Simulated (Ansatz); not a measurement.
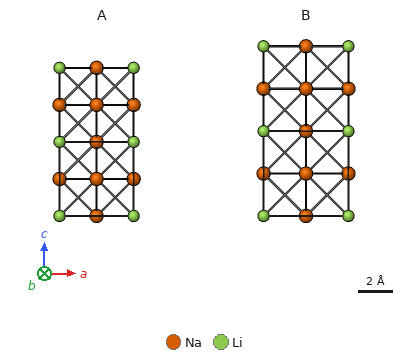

Two geometries of crystalline Na3Li (a generated structure, set up in Pm-3m) (coarse preliminary run), drawn at one scale. One is the start of a relaxation, the other its converged end. Style: ball-and-stick. Shown: the cell of the calculation, repeated 1 × 1 × 2 with one cell outlined, along the b axis.

The calculation used DFT PBE, scalar-relativistic, plane waves, PAW (Ansatz). (plane-wave cutoff 420 eV; k-point mesh 4 × 4 × 4; occupations gaussian; smearing width 0.1 eV; no spin polarisation; cell and atoms relaxed; force threshold 0.05 eV/Å; at most 80 steps)

> Which one is relaxed?

Structure B is the relaxed one. Over 4 accepted moves (6 points after the start) the energy falls by 210 meV per atom. All forces vanish by symmetry, so only the cell relaxes. The pressure goes from 8.19 to 0.22 GPa. The SCF was repeated twice at an unchanged geometry on a basis and grid sized afresh for the cell, which shifted the energy by 7.8 meV per atom at most. No atom moves by more than 0.005 Å relative to the cell. The drawn cell changes as follows: a = b = c 4.407 → 5.048 Å (+14.5 %); the volume changes by +50.3 %. Some distances before and after: Na–Na 3.116 → 3.569 Å, Li–Na 3.116 → 3.569 Å. The space group stays Pm-3m (No. 221).
